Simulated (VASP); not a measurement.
Energy against volume of CoAl (CsCl type). Method: PBE GGA, VASP's PBE PAW potentials (set 64) (plane waves; VASP).

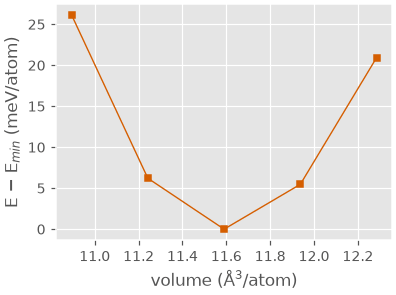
Figure: Energy against volume

Estimate the equilibrium volume and the bulk modulus.

The minimum lies near 11.6 Å³/atom, and the curvature gives B0 of about 180 GPa.

Measured: bulk modulus 162 GPa (computed value off by +10.5 %), a 2.861 Å (computed value off by -0.3 %), as given by Yamada et al., (2019), arXiv:1910.09660. The calculation is for a static lattice, while the measured bulk modulus, a hold thermal and zero-point effects, which are part of the difference.

The compound is CoAl in the CsCl type structure. It was relaxed first. The run is not spin-polarised, so no magnetic state was tried.
